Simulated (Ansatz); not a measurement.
# C2H4FGa: the cost of one run

Program: Ansatz 0.2.0, driven from Python. The levels of theory stand in the script. These are calculated values, not measurements.

## Step 1: Starting point

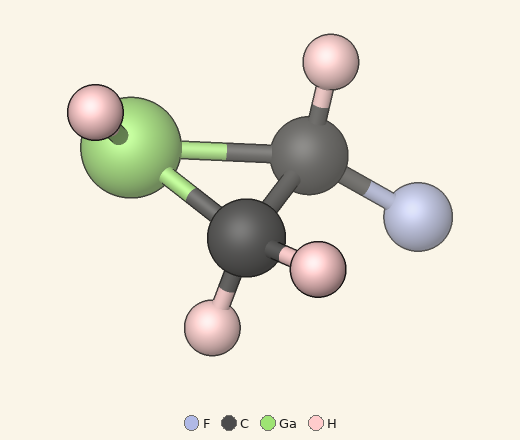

The starting structure, viewed from a chosen angle; fluorine light blue, carbon dark grey, gallium green, hydrogen pink.

No structure file is read: the coordinates are typed or built in the script.

## Step 2: The script

The input, run_methods.py:

```python
"""One geometry of C2H4FGa, method by method."""

import warnings

import ansatz as az
from ase import Atoms


def main() -> None:
    warnings.simplefilter("ignore", az.DeckWarning)

    atoms = Atoms(["F", "C", "C", "Ga", "H", "H", "H", "H"], positions=[
        (1.1313, 1.18, -1.246),
        (0.006, 0.4788, -0.8028),
        (0.3432, -0.2165, 0.4793),
        (-0.8666, -1.1384, -0.3708),
        (-0.8584, 1.1423, -0.6511),
        (1.1281, -0.9932, 0.2918),
        (0.8112, 0.5142, 1.2275),
        (-1.6027, -1.0244, 1.0163),
    ])
    molecule = az.Crystal.molecule_from_ase(atoms)

    calculation = molecule.calculation().basis(gaussian="def2-SVP")

    methods = ["mp2", "ccsd", "ccsd_t"]
    reports = [calculation.correlation(m).run(threads=1).report for m in methods]
    print(f"Hartree-Fock reference {reports[0]['reference_energy_ev'] / 27.211386246:.6f} Ha")
    best = reports[-1]["free_energy_ev"] - reports[-1]["reference_energy_ev"]
    for method, each in zip(methods, reports):
        gained = each["free_energy_ev"] - each["reference_energy_ev"]
        print(f"{method:8s} total {each['free_energy_ev'] / 27.211386246:.6f} Ha  correlation {gained:9.4f} eV  ({100 * gained / best:.1f} % of the last)")


if __name__ == "__main__":
    main()
```

## Step 3: The input behind the calls

The package turns the script's settings into the engine's input (first run):

```yaml
crystal:
  periodic: [false, false, false]
  atoms:
    - { symbol: F, position_ang: [1.1313, 1.18, -1.246] }
    - { symbol: C, position_ang: [0.006, 0.4788, -0.8028] }
    - { symbol: C, position_ang: [0.3432, -0.2165, 0.4793] }
    - { symbol: Ga, position_ang: [-0.8666, -1.1384, -0.3708] }
    - { symbol: H, position_ang: [-0.8584, 1.1423, -0.6511] }
    - { symbol: H, position_ang: [1.1281, -0.9932, 0.2918] }
    - { symbol: H, position_ang: [0.8112, 0.5142, 1.2275] }
    - { symbol: H, position_ang: [-1.6027, -1.0244, 1.0163] }
basis:
  gaussian:
    orbitals: def2-SVP
correlation:
  method: mp2
```

## Step 4: The run

Command:

```
$ python run_methods.py
```

What time and memory should one allow on 1 thread of Arm Neoverse V2, shared host?

About 23 s, with a peak of 0.43 GiB.
